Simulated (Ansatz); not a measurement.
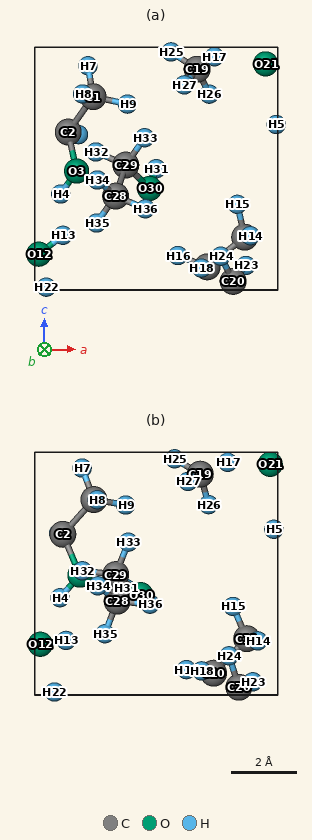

The structure of an amorphous cell of composition H$_{6}$C$_{2}$O before (top) and after (bottom) a relaxation, at one scale.

A ball-and-stick model of the cell of the calculation (origin shifted), seen along the b axis.

The cell holds 4 CH3CH2OH. The run prepares the start of a later molecular dynamics calculation, from a guessed geometry.

Level of theory: DFT r2SCAN-D3(BJ), scalar-relativistic, plane waves, PAW in Ansatz 0.2.0.

Input file:
```yaml
crystal:
  lattice:
    - [7.529072, 0.0, 0.0]
    - [0.0, 7.529072, 0.0]
    - [0.0, 0.0, 7.529072]
  atoms:
    - { symbol: C, position: [0.4602787, 0.5636383, 0.1912611] }
    - { symbol: C, position: [0.3576719, 0.656226, 0.0455724] }
    - { symbol: O, position: [0.3922041, 0.5622442, -0.1153291] }
    - { symbol: H, position: [0.3267324, 0.6208806, -0.2097682] }
    - { symbol: H, position: [0.214999, 0.6559583, 0.0765869] }
    - { symbol: H, position: [0.400191, 0.7954894, 0.0348328] }
    - { symbol: H, position: [0.4392119, 0.6297694, 0.318816] }
    - { symbol: H, position: [0.4170561, 0.4256769, 0.2024434] }
    - { symbol: H, position: [0.6020284, 0.5650425, 0.1607388] }
    - { symbol: C, position: [-0.0694134, 0.847456, 0.4898991] }
    - { symbol: C, position: [0.084898, 0.8871953, 0.6121064] }
    - { symbol: O, position: [0.2360973, 0.7968352, 0.542191] }
    - { symbol: H, position: [0.3359905, 0.8216503, 0.6199669] }
    - { symbol: H, position: [0.1083667, 1.0311702, 0.6182681] }
    - { symbol: H, position: [0.054834, 0.8415941, 0.7475102] }
    - { symbol: H, position: [-0.1900971, 0.9133609, 0.5365825] }
    - { symbol: H, position: [-0.0397276, 0.8938547, 0.355763] }
    - { symbol: H, position: [-0.0931969, 0.7045034, 0.4848518] }
    - { symbol: C, position: [0.889102, 0.4038234, 0.3042737] }
    - { symbol: C, position: [1.0374691, 0.3534162, 0.4298609] }
    - { symbol: O, position: [1.171463, 0.2681308, 0.3264862] }
    - { symbol: H, position: [1.2674281, 0.2352471, 0.4061912] }
    - { symbol: H, position: [1.0902696, 0.4725613, 0.4956946] }
    - { symbol: H, position: [0.9871357, 0.2642069, 0.5339079] }
    - { symbol: H, position: [0.7816038, 0.47017, 0.3758951] }
    - { symbol: H, position: [0.9391289, 0.4932998, 0.2017169] }
    - { symbol: H, position: [0.8361174, 0.2851925, 0.2398849] }
    - { symbol: C, position: [0.5531314, 0.062939, 0.7815734] }
    - { symbol: C, position: [0.5951628, 0.2118299, 0.9095996] }
    - { symbol: O, position: [0.6929261, 0.342396, 0.8131156] }
    - { symbol: H, position: [0.7205333, 0.4386724, 0.8944312] }
    - { symbol: H, position: [0.4717025, 0.2682497, 0.9633758] }
    - { symbol: H, position: [0.6730359, 0.1609053, 1.0221161] }
    - { symbol: H, position: [0.4778201, -0.0420126, 0.8479113] }
    - { symbol: H, position: [0.4748461, 0.113584, 0.670519] }
    - { symbol: H, position: [0.6759407, 0.0063669, 0.7291897] }
basis:
  ecutwfc: 500.0
kpoints:
  mp_grid: { grid: [1, 1, 1] }
hamiltonian:
  xc: r2scan
  dispersion: d3bj
scf:
  occupations: { method: fermi_dirac, width: 0.02 }
  lower_state_search: "off"
relax:
  f_tol: 0.3
  max_steps: 15
  adjacent_minimum: "off"
```

Run as
```bash
ansatz run input.yaml --threads 1 --pin off --max-ram 3072MiB --backend cpu --events-out ev --progress --plain --runs-dir out
```

What changed between the two?

Answer. H31 moves most: 1.06 Å roughly along [−2 0 −1]. Largest moves by element: H 1.06 Å, O 0.49 Å, C 0.34 Å. The lattice vectors keep their values. Some distances before and after: C11–O12 1.427 → 1.443 Å, C11–H14 1.099 → 1.091 Å, C20–O21 1.427 → 1.435 Å, O21–H22 0.971 → 0.964 Å. Among the angles between lasting bonds that change: C28–C29–O30 107.1° → 110.0°, C10–C11–O12 107.1° → 109.5°, C29–O30–H31 107.7° → 105.6°. Over 7 accepted moves (8 points after the start) the energy falls by 17.2 meV per atom. The largest force component goes from 0.65 to 0.15 eV/Å. 1 step only repeated the SCF at the same geometry. The run took 5.3 min on 1 thread of Arm Neoverse V2, with other jobs on the host, peak memory 1.4 GiB.

Limits of the set-up: the periodic images lie only 7.5 Å apart, so the values are limited by the cell's size.
